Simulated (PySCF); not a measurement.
Input file:

```
{"job": {"kind": "nmr", "xc": "PBE0", "basis": "pcSseg-1"}, "charge": 0, "multiplicity": 1}
C      3.561626     0.249686     0.127079
C      2.598775    -0.017517    -0.737558
C      1.225622     0.548846    -0.672660
P     -0.003361    -0.817616    -0.287502
C      0.494910    -1.058762     1.479997
C     -1.520695     0.263105    -0.020087
C     -2.013721     0.811778    -1.355217
C     -2.621374    -0.560685     0.640768
H      4.538673    -0.195926     0.047987
H      3.413923     0.935205     0.946479
H      2.773593    -0.712051    -1.549584
H      0.952508     0.960321    -1.647536
H      1.154368     1.332632     0.086397
H      0.326521    -0.157203     2.068432
H      1.554318    -1.310229     1.497867
H     -0.061428    -1.887621     1.911963
H     -1.245889     1.097430     0.638931
H     -2.934807     1.375737    -1.214183
H     -1.278998     1.472868    -1.809171
H     -2.215459    -0.005489    -2.045537
H     -3.513777     0.047496     0.782824
H     -2.883403    -1.410053     0.012387
H     -2.306679    -0.934967     1.612055
```

Run with:

```sh
OMP_NUM_THREADS=1 python probes_run.py task.json out
```

Geometry: GFN2-xTB.

Level of theory: PySCF 2.14.0, PBE0/pcSseg-1, SCF density, gas phase, non-relativistic.

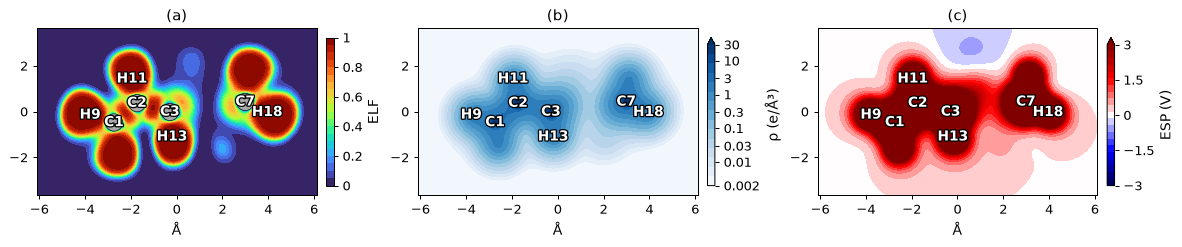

C7H15P (SMILES C=CCP(C)C(C)C). (a) ELF; (b) total electron density; (c) electrostatic potential on the plane of atoms C2, C3 and H13. Grey discs cover the atomic cores in the ELF map.

Question: Describe what can be read from this map.

Answer:
- The section cuts through C and H sites.
- C–C (1.32 Å): ρ is about 2.3 e/Å³ halfway; the ELF peaks at about 0.90 between the atoms (a multiple bond).
- C–H (1.08 Å): ρ is about 2 e/Å³ halfway; the ELF climbs to about 1 towards the hydrogen, as it does in any bond to H; a covalent bond by its length.
- C–C (1.49 Å): ρ at the midpoint is about 1.7 e/Å³; the ELF peaks at about 0.95 between the atoms, as expected for localised, covalent bonding.
- Outside the dense part of the molecule the potential is most negative (−0.5 V) near P4, which lies off the plane.
